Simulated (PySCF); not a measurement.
Consider C₃H₆P₂.

Input

```
{"job": {"kind": "nmr", "xc": "PBE0", "basis": "pcSseg-1"}, "charge": 0, "multiplicity": 1}
C      2.653118     0.402653    -0.270655
C      1.654277    -0.226444    -0.563676
P      0.272471    -1.282086    -0.902646
C     -1.104272    -0.354525    -0.059388
P     -1.439317     1.445810    -0.395781
H      3.536554     0.960442    -0.016800
H      0.030380    -0.815058    -2.232025
H     -2.028628    -0.915694    -0.277808
H     -0.945377    -0.468335     1.026065
H     -1.404429     1.364125    -1.823332
H     -0.087000     1.896495    -0.304898
```

Run with:

```sh
OMP_NUM_THREADS=1 python probes_run.py task.json out
```

Geometry: PBE0-D3(BJ)/def2-SVP.

Computed with PySCF, PBE0/pcSseg-1, SCF density, gas phase, non-relativistic.

What will maps of the electron density and electron localisation function show?

C–C (1.22 Å): the density is about 2.7 e/Å³ at the midpoint; the ELF peaks at about 0.85 between the atoms (a short, multiple covalent bond).
C–P (1.77 Å): the density is about 1.2 e/Å³ at the midpoint; the ELF peaks at about 0.95 between the atoms: a covalent bond.
C–H (1.08 Å): the density is about 2 e/Å³ at the midpoint; the ELF climbs to about 1 towards the hydrogen, as it does in any bond to H; a covalent bond by its length.
C–P (1.86 Å): ρ is about 1.1 e/Å³ halfway; the ELF peaks at about 0.95 between the atoms; localised, covalent bonding.

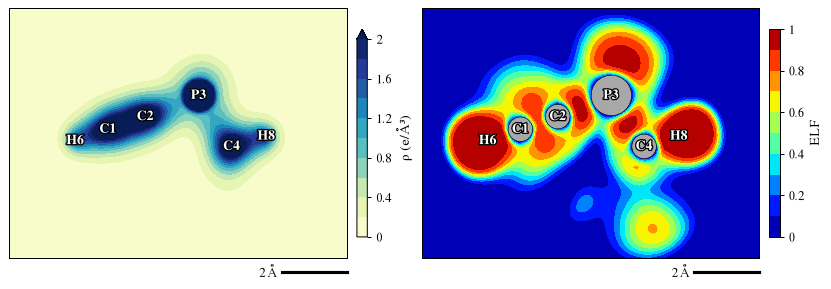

Computed electron density and electron localisation function on the plane of atoms C2, P3 and C4, in this order. Grey discs cover the atomic cores in the ELF map. 
